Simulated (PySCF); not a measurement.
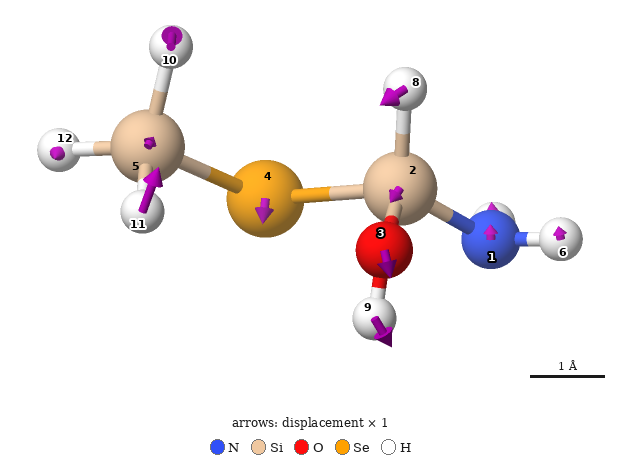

A relaxation of Si$_{2}$NH$_{7}$SeO. The starting structure is drawn; purple arrows show the displacements, at their true length. The two geometries are superimposed by the best rigid fit.

A ball-and-stick model, seen from a free direction.

The start comes from GFN2-xTB. Its atoms were then displaced at random by about 0.01 Å.

All numbers below come from PBE0-D3(BJ)/def2-SVP geometry optimisation, gas phase (PySCF 2.14.0, density-fitted response routines). 

> Atoms of which element are displaced furthest, and by how much?

Hydrogen: up to 0.69 Å, against 0.40 Å for oxygen.

> What did the optimiser do to the structure, and how much energy did it gain?

An H atom moves most after the best rigid fit: 0.69 Å. By element the largest moves are H 0.69 Å, O 0.40 Å, Se 0.36 Å, Si 0.25 Å, N 0.21 Å. Among the contacts that change: Se–Si 2.338 → 2.286 Å, H–Si 1.441 → 1.492 Å, Se–Si 2.247 → 2.285 Å, O–Si 1.623 → 1.658 Å. Bond angles that change, for instance: Si–Se–Si 99.4° → 94.7°, N–Si–H 123.1° → 118.8°, Si–N–H 117.0° → 120.6°. Groups turn about Se–Si by about 25°. After 18 geometry steps the energy has fallen by 4.26 kcal/mol.
